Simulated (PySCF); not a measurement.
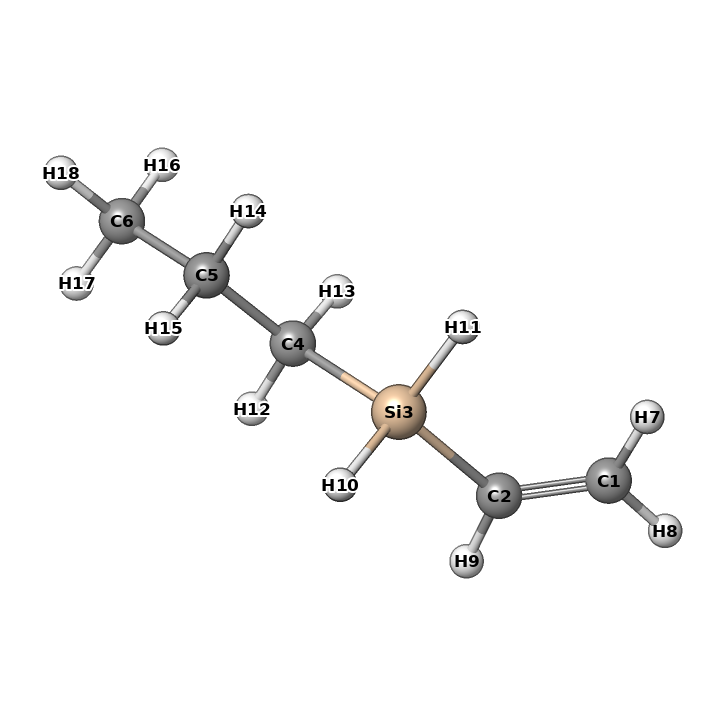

The computed structure is the end point of a PBE0-D3(BJ)/def2-SVP optimisation. No frequency run is at hand to confirm it as a minimum. Method: delta-SCF UKS SCAN, pcX-2 on the ionised atom, pcseg-1 elsewhere, spin-free X2C (PySCF 2.14.0).

Give the core-electron binding energies (to vacuum; p and d levels without spin–orbit splitting) of C1 1s, C2 1s, Si3 1s, Si3 2p, C4 1s, C5 1s, C6 1s.

```tsv
atom	level	binding energy (eV)
C1	1s	290.3
C2	1s	290.0
Si3	1s	1846.0
Si3	2p	106.4
C4	1s	289.9
C5	1s	290.6
C6	1s	290.5
```
